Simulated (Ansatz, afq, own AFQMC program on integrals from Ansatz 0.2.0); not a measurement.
# GeHO (quartet): AFQMC on the coupled-cluster ladder at distance Ge1–O2 = 2.020 Å, cc-pVDZ, part 2 of 2

Ansatz 0.2.0, Gaussian basis, and an in-house AFQMC program (afq) on its integrals; all values are calculated; cc-pVDZ, frozen cores. The steps go on from the part before.

### 13 CCSD(T) on UHF

The input, in.yaml:

```yaml
crystal:
  periodic: [false, false, false]
  atoms:
    - {symbol: Ge, position_ang: [0.000000, -0.039503, 0.351362]}
    - {symbol: O, position_ang: [0.000000, 0.095211, -1.664141]}
    - {symbol: H, position_ang: [0.000000, 1.335579, 1.093626]}
basis:
  gaussian: {orbitals: cc-pVDZ}
magnetization: {spin_polarized: true, initial_magnetization: 3}
correlation: {method: ccsd_t, electrons: outside_noble_gas, hamiltonian_folder: ham}
```

Command:

```console
> ansatz run in.yaml --threads 1 --pin off --events-out ev --progress --plain --max-ram 1382MiB
```

What it wrote, shortened:

```text
Functional definition: HF
  name "HF"
  cite "Fock, Z. Phys. 61, 126 (1930) doi:10.1007/BF01340294"
  parent pbe
[...]
500 factors; integrals over basis functions are off by at most 1.2e-3 eV
[...]
mean field -58522.55046070 eV, -2150.6640614211 hartree, gradient 1.9e-6 eV, S^2 3.801392; 15 other end points of the search recorded, 0 dependent functions left out
determinant -58522.55046070 eV, -2150.6640614211 hartree, with singles and doubles -58528.77632220 eV, -2150.8928576115 hartree
determinant -58522.47193334 eV, -2150.6611755939 hartree, with singles and doubles -58528.66951124 eV, -2150.8889323809 hartree
determinant -58520.69946218 eV, -2150.5960384803 hartree, with singles and doubles -58526.36903511 eV, -2150.8043914427 hartree
determinant -58520.36283549 eV, -2150.5836676775 hartree, with singles and doubles -58526.68234026 eV, -2150.8159051944 hartree
determinant -58519.84735158 eV, -2150.5647239935 hartree, with singles and doubles -58526.13683302 eV, -2150.7958581730 hartree
determinant -58519.78790157 eV, -2150.5625392456 hartree, with singles and doubles -58526.03186045 eV, -2150.7920005024 hartree
determinant -58522.55046070 eV, -2150.6640614211 hartree, with singles and doubles -58528.78215748 eV, -2150.8930720541 hartree
determinant -58522.47193334 eV, -2150.6611755939 hartree, with singles and doubles -58528.67210190 eV, -2150.8890275859 hartree
15 core orbitals not correlated: weight in the atoms' cores, before any rotation towards them, 0.998 or more for the frozen orbitals, at most 0.002 for the correlated occupied ones
reference -58522.55046070 eV, -2150.6640614211 hartree; 7, 4 occupied and 24, 27 virtual orbitals, 500 factors
second order -5.41856781 eV of doubles, -0.00000000 eV of singles
cycle   1  -6.23169867 eV  change   -1.9e-6 eV  update   3.0e-6
perturbative correction -0.16061621 eV, -0.0059025368 hartree
Total energy: -58528.94277557 eV, -2150.8989746600 hartree
```

Run time: 16 s. Hardware: 1 thread of Arm Neoverse V1, shared host.

From the report: ⟨S²⟩ of the determinant 3.801 (pure quartet: 3.75); correlation -6.3923 eV; T1 0.030; largest double amplitude 0.04.

This run also writes the integrals to the folder ham.

### 14 CCSDT(Q) on UHF

in.yaml: that of step 13 with these lines changed.

```diff
@@ -9,2 +9,2 @@
 magnetization: {spin_polarized: true, initial_magnetization: 3}
-correlation: {method: ccsd_t, electrons: outside_noble_gas, hamiltonian_folder: ham}
+correlation: {method: ccsdt_q, electrons: outside_noble_gas}
```

Same command.

What it wrote, shortened:

```text
Functional definition: HF
  name "HF"
  cite "Fock, Z. Phys. 61, 126 (1930) doi:10.1007/BF01340294"
  parent pbe
[...]
853 factors; integrals over basis functions are off by at most 1.0e-7 eV
[...]
mean field -58522.55061682 eV, -2150.6640671587 hartree, gradient 1.6e-6 eV, S^2 3.801391; 15 other end points of the search recorded, 0 dependent functions left out
determinant -58522.55061682 eV, -2150.6640671587 hartree, with singles and doubles -58528.77648570 eV, -2150.8928636199 hartree
determinant -58522.47209136 eV, -2150.6611814012 hartree, with singles and doubles -58528.66967471 eV, -2150.8889383882 hartree
determinant -58520.69961920 eV, -2150.5960442506 hartree, with singles and doubles -58526.36919939 eV, -2150.8043974798 hartree
determinant -58520.36301454 eV, -2150.5836742575 hartree, with singles and doubles -58526.68252561 eV, -2150.8159120058 hartree
determinant -58519.84752524 eV, -2150.5647303752 hartree, with singles and doubles -58526.13701618 eV, -2150.7958649041 hartree
determinant -58519.78807495 eV, -2150.5625456175 hartree, with singles and doubles -58526.03204633 eV, -2150.7920073332 hartree
determinant -58522.55061682 eV, -2150.6640671587 hartree, with singles and doubles -58528.78232082 eV, -2150.8930780567 hartree
determinant -58522.47209136 eV, -2150.6611814012 hartree, with singles and doubles -58528.67226522 eV, -2150.8890335879 hartree
15 core orbitals not correlated: weight in the atoms' cores, before any rotation towards them, 0.998 or more for the frozen orbitals, at most 0.002 for the correlated occupied ones
reference -58522.55061682 eV, -2150.6640671587 hartree; 7, 4 occupied and 24, 27 virtual orbitals, 853 factors
second order -5.41859232 eV of doubles, -0.00000000 eV of singles
cycle   1  -5.87988316 eV  change   -4.6e-1 eV  update   8.6e-2
[...]
cycle  28  -6.43339601 eV  change   -9.5e-9 eV  update   1.3e-6
perturbative correction -0.02034405 eV, -0.0007476301 hartree
Total energy: -58529.00435689 eV, -2150.9012377315 hartree
```

Wall time 36 s (1 thread of Arm Neoverse V1, shared host); peak memory 0.25 GiB.

From the report: ⟨S²⟩ of the determinant 3.801 (pure quartet: 3.75); correlation -6.4537 eV; T1 0.033; largest double amplitude 0.05.

### 15 Phaseless AFQMC, CISD trial on UHF

It reads the integrals that the CCSD(T) run on this determinant wrote.

Command:

```console
> afq ham --method phaseless --trial cisd --walkers 60 --populations 1 --least-time 40 --time-step 0.005 --steps-per-block 50 --equilibration-blocks 28 --max-blocks 300 --target-error 0.0004 --factor-cut 1e-05 --start spin_pure --seed 2765 --release-times 0.24,0.51,0.99,1.62,2.4 --release-step 0.03 --release-every 4 --taylor-order 6
```

What it wrote:

```text
orbitals 31  electrons 7 4  factors 230 of 500
reference energy -2150.66406142 Eh
CCSD correlation -0.22901061 Eh in 16 cycles, weight of the determinant in the CISD state 0.8865
energy of the start -2150.891128 Eh
 block  time / (1/Eh)  mean weight  energy / Eh
     1     0.250  0.9970  -2150.890277
     2     0.500  0.9993  -2150.893256
     3     0.750  1.0000  -2150.898008
     4     1.000  1.0020  -2150.898162
     5     1.250  0.9993  -2150.895983
     6     1.500  0.9989  -2150.896935
     7     1.750  0.9987  -2150.894887
     8     2.000  0.9981  -2150.896483
     9     2.250  1.0022  -2150.899560
    10     2.500  1.0020  -2150.900717
    13     3.250  0.9981  -2150.895277
    17     4.250  1.0013  -2150.895322
    21     5.250  0.9990  -2150.901347
    25     6.250  1.0005  -2150.897855
    29     7.250  0.9965  -2150.897498
    33     8.250  1.0001  -2150.902604
    37     9.250  1.0001  -2150.895818
    41    10.250  1.0016  -2150.904951
    45    11.250  1.0007  -2150.901870
    49    12.250  0.9992  -2150.899671
    53    13.250  1.0003  -2150.893039
    57    14.250  0.9993  -2150.897215
    61    15.250  0.9978  -2150.906120
    65    16.250  0.9995  -2150.903116
    69    17.250  1.0018  -2150.896029
    73    18.250  1.0022  -2150.899349
    77    19.250  0.9989  -2150.897467
    81    20.250  1.0005  -2150.896702
    85    21.250  0.9997  -2150.893970
    89    22.250  1.0013  -2150.896957
    93    23.250  0.9968  -2150.902782
    97    24.250  0.9984  -2150.897769
   101    25.250  1.0005  -2150.896502
   105    26.250  0.9974  -2150.898875
   109    27.250  0.9995  -2150.898828
   113    28.250  1.0003  -2150.907233
   117    29.250  1.0011  -2150.897639
   121    30.250  1.0014  -2150.900240
   125    31.250  1.0011  -2150.896070
   129    32.250  1.0020  -2150.898776
   133    33.250  1.0000  -2150.897619
   137    34.250  0.9998  -2150.899044
   141    35.250  0.9993  -2150.896760
   145    36.250  0.9977  -2150.897545
   149    37.250  0.9994  -2150.902864
   153    38.250  0.9988  -2150.899634
   157    39.250  1.0022  -2150.903647
   161    40.250  1.0002  -2150.898515
   165    41.250  0.9981  -2150.895577
   169    42.250  0.9984  -2150.896631
   173    43.250  0.9989  -2150.902045
   177    44.250  0.9985  -2150.905002
   181    45.250  0.9964  -2150.898365
   185    46.250  0.9960  -2150.901357
   189    47.250  1.0009  -2150.899097
   193    48.250  1.0004  -2150.897617
   197    49.250  0.9989  -2150.902607
blocks merged  error / Eh  count
     1  0.000285  170
     2  0.000325  85
     4  0.000371  42
     8  0.000366  21
    16  0.000360  10
released: time / (1/Eh)  energy / Eh  error  mean overlap
  0.24  -2150.899791  0.000526  1.0088
  0.51  -2150.900681  0.000660  0.9869
  0.99  -2150.901061  0.000480  0.9810
  1.62  -2150.902231  0.000824  0.9616
  2.40  -2150.900304  0.000954  0.9692
energy -2150.899513 +/- 0.000371 Eh
```

Wall time 3.1 min (1 thread of Arm Neoverse V1, shared host).

Energy -58528.9574 ± 0.0101 eV. Caveats: constraint bias not in the error.

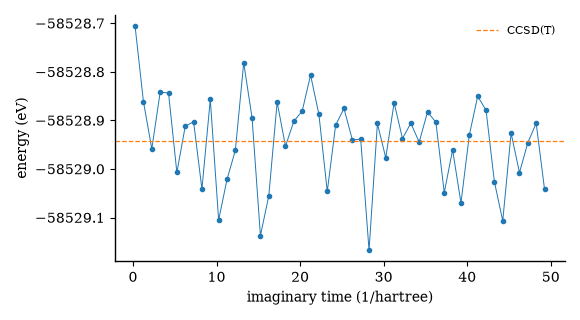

Block energies along the walk.

### 16 Phaseless AFQMC, single-determinant trial on UHF

It reads the integrals that the CCSD(T) run on this determinant wrote.

Command:

```console
> afq ham --method phaseless --trial hf --walkers 120 --populations 1 --least-time 40 --time-step 0.005 --steps-per-block 20 --equilibration-blocks 112 --max-blocks 600 --target-error 0.0012000000000000001 --factor-cut 1e-05 --start spin_pure --seed 7440 --taylor-order 6
```

What it wrote:

```text
orbitals 31  electrons 7 4  factors 230 of 500
reference energy -2150.66406142 Eh
CCSD correlation -0.22901061 Eh in 16 cycles, weight of the determinant in the CISD state 0.8865
energy of the start -2150.665402 Eh
 block  time / (1/Eh)  mean weight  energy / Eh
     1     0.100  1.0017  -2150.728851
     2     0.200  1.0007  -2150.771060
     3     0.300  1.0005  -2150.792071
     4     0.400  1.0001  -2150.804892
     5     0.500  1.0016  -2150.845799
     6     0.600  0.9997  -2150.863258
     7     0.700  0.9998  -2150.861270
     8     0.800  1.0015  -2150.862874
     9     0.900  1.0009  -2150.888777
    10     1.000  0.9988  -2150.888149
    18     1.800  0.9986  -2150.880233
    35     3.500  1.0004  -2150.890418
    52     5.200  1.0028  -2150.906973
    69     6.900  1.0013  -2150.884891
    86     8.600  1.0002  -2150.906961
   103    10.300  0.9997  -2150.892520
   120    12.000  0.9965  -2150.874626
   137    13.700  0.9982  -2150.891863
   154    15.400  1.0006  -2150.900761
   171    17.100  1.0007  -2150.918574
   188    18.800  0.9991  -2150.894355
   205    20.500  0.9940  -2150.953113
   222    22.200  1.0019  -2150.967013
   239    23.900  1.0017  -2150.866009
   256    25.600  1.0007  -2150.891868
   273    27.300  1.0004  -2150.894155
   290    29.000  0.9975  -2150.889621
   307    30.700  1.0012  -2150.900691
   324    32.400  0.9980  -2150.912394
   341    34.100  1.0023  -2150.885046
   358    35.800  1.0006  -2150.896534
   375    37.500  0.9981  -2150.890244
   392    39.200  1.0017  -2150.879129
   409    40.900  1.0015  -2150.905645
   426    42.600  0.9987  -2150.922067
   443    44.300  1.0001  -2150.893301
   460    46.000  1.0019  -2150.914801
   477    47.700  1.0005  -2150.897856
   494    49.400  1.0001  -2150.929431
   511    51.100  0.9982  -2150.884903
   528    52.800  0.9970  -2150.879982
   545    54.500  1.0032  -2150.894041
   562    56.200  0.9995  -2150.913711
   579    57.900  1.0008  -2150.886382
   596    59.600  1.0004  -2150.909284
   613    61.300  1.0020  -2150.909014
   630    63.000  0.9982  -2150.950389
   647    64.700  0.9998  -2150.887556
   664    66.400  1.0006  -2150.888798
   681    68.100  1.0036  -2150.887266
   698    69.800  0.9990  -2150.855308
blocks merged  error / Eh  count
     1  0.000858  600
     2  0.001099  300
     4  0.001407  150
     8  0.001767  75
    16  0.002106  37
    32  0.002271  18
    64  0.002537  9
energy -2150.896573 +/- 0.002271 Eh
```

Wall time 3.7 min (1 thread of Arm Neoverse V1, shared host).

Energy -58528.8774 ± 0.0618 eV. Caveats: constraint bias not in the error; error above the target.

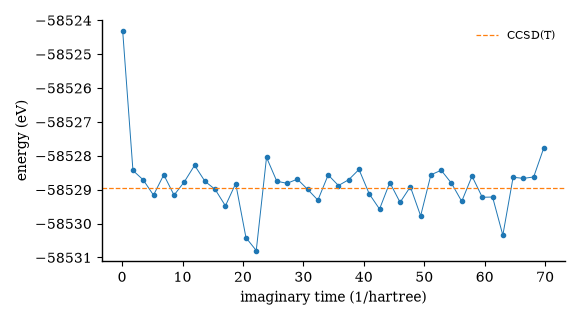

Block energies along the walk.

### 17 Free-projection AFQMC, CISD trial on UHF

It reads the integrals that the CCSD(T) run on this determinant wrote.

Command:

```console
> afq ham --method free --trial cisd --walkers 60 --time-step 0.03 --max-blocks 80 --target-error 0.0004 --factor-cut 1e-05 --seed 6134 --times 0,0.21,0.42,0.81,1.2,1.8,2.4,3 --taylor-order 8
```

What it wrote:

```text
orbitals 31  electrons 7 4  factors 230 of 500
reference energy -2150.66406142 Eh
CCSD correlation -0.22901061 Eh in 16 cycles, weight of the determinant in the CISD state 0.8865
repeat  energy at the last time / Eh  error
    10  -2150.903245  0.000509
    20  -2150.901348  0.000850
    30  -2150.901264  0.000692
    40  -2150.901226  0.000598
    50  -2150.901039  0.000599
    60  -2150.901371  0.000551
    70  -2150.901414  0.000518
    80  -2150.901199  0.000470
time / (1/Eh)  energy / Eh  error  mean overlap
  0.00  -2150.893120  0.000193  1.1286
  0.21  -2150.896601  0.000220  1.1307
  0.42  -2150.897884  0.000249  1.1323
  0.81  -2150.899601  0.000252  1.1144
  1.20  -2150.899987  0.000305  1.1101
  1.80  -2150.900262  0.000371  1.1345
  2.40  -2150.901038  0.000512  1.1261
  3.00  -2150.901199  0.000470  1.1225
energy -2150.901199 +/- 0.000470 Eh
```

Wall time 3 min (1 thread of Arm Neoverse V1, shared host).

Energy -58529.0033 ± 0.0128 eV. Caveats: remainder of the start not in the error.

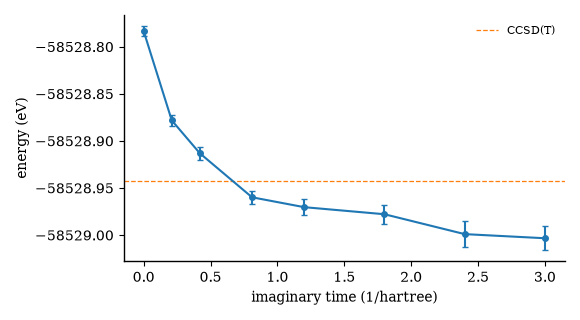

Energy against projection time, with error bars.

### 18 All levels side by side

On the ROHF determinant, counted from CCSDT(Q) (a yardstick, not exact):

| level | energy (eV) | from CCSDT(Q) (kcal/mol) | statistical error (kcal/mol) | time |
| --- | --- | --- | --- | --- |
| HF | -58522.2845 | +154.67 |  |  |
| MP2 | -58528.0132 | +22.56 |  |  |
| CCSD | -58528.7631 | +5.27 |  |  |
| CCSD(T) | -58528.9369 | +1.26 |  |  |
| CCSDT(Q) | -58528.9916 | 0.00 |  |  |
| Phaseless AFQMC, CISD trial, step 0.005, 60 walkers | -58528.9515 | +0.92 | 0.40 | 5.5 min |
| Phaseless AFQMC, single-determinant trial, step 0.005, 120 walkers | -58528.9519 | +0.92 | 1.11 | 3.8 min |
| Free-projection AFQMC, CISD trial, step 0.03, 60 walkers | -58528.9984 | -0.16 | 0.35 | 3 min |

On the UHF determinant, counted from CCSDT(Q) (a yardstick, not exact):

| level | energy (eV) | from CCSDT(Q) (kcal/mol) | statistical error (kcal/mol) | time |
| --- | --- | --- | --- | --- |
| HF | -58522.5505 | +148.83 |  |  |
| MP2 | -58527.9690 | +23.88 |  |  |
| CCSD | -58528.7822 | +5.12 |  |  |
| CCSD(T) | -58528.9428 | +1.42 |  |  |
| CCSDT(Q) | -58529.0044 | 0.00 |  |  |
| Phaseless AFQMC, CISD trial, step 0.005, 60 walkers | -58528.9574 | +1.08 | 0.23 | 3.1 min |
| Phaseless AFQMC, single-determinant trial, step 0.005, 120 walkers | -58528.8774 | +2.93 | 1.42 | 3.7 min |
| Free-projection AFQMC, CISD trial, step 0.03, 60 walkers | -58529.0033 | +0.02 | 0.29 | 3 min |

The functionals' totals stand on their own zeros and serve differences with other points: PBE -58565.241 eV; r2SCAN -58574.757 eV; PBE0 -58566.636 eV; B3LYP -58577.201 eV; wB97M-V -58572.065 eV; B2PLYP -58562.826 eV.

### 19 What came out

What follows sums up all 2 parts.

| quantity | value |
| --- | --- |
| CCSD(T) on ROHF from CCSDT(Q) | +1.26 kcal/mol |
| Phaseless AFQMC, CISD trial on ROHF from CCSDT(Q) | +0.92 ± 0.40 kcal/mol |
| Phaseless AFQMC, single-determinant trial on ROHF from CCSDT(Q) | +0.92 ± 1.11 kcal/mol |
| Free-projection AFQMC, CISD trial on ROHF from CCSDT(Q) | -0.16 ± 0.35 kcal/mol |
| CCSD(T) on UHF from CCSDT(Q) | +1.42 kcal/mol |
| Phaseless AFQMC, CISD trial on UHF from CCSDT(Q) | +1.08 ± 0.23 kcal/mol |
| Phaseless AFQMC, single-determinant trial on UHF from CCSDT(Q) | +2.93 ± 1.42 kcal/mol |
| Free-projection AFQMC, CISD trial on UHF from CCSDT(Q) | +0.02 ± 0.29 kcal/mol |

What this shows: On ROHF the phaseless walk with the CISD trial lies +0.92 kcal/mol from CCSDT(Q), within three error bars. Free projection has no constraint; at the last time it gives -0.16 ± 0.35 kcal/mol. On UHF the phaseless walk with the CISD trial lies +1.08 kcal/mol from CCSDT(Q), 5 times its error bar. Free projection has no constraint; at the last time it gives +0.02 ± 0.29 kcal/mol, and from a start that isn't spin pure other spins can mix in. Error bars are statistical and leave out the constraint, the time step and what remains of the start.
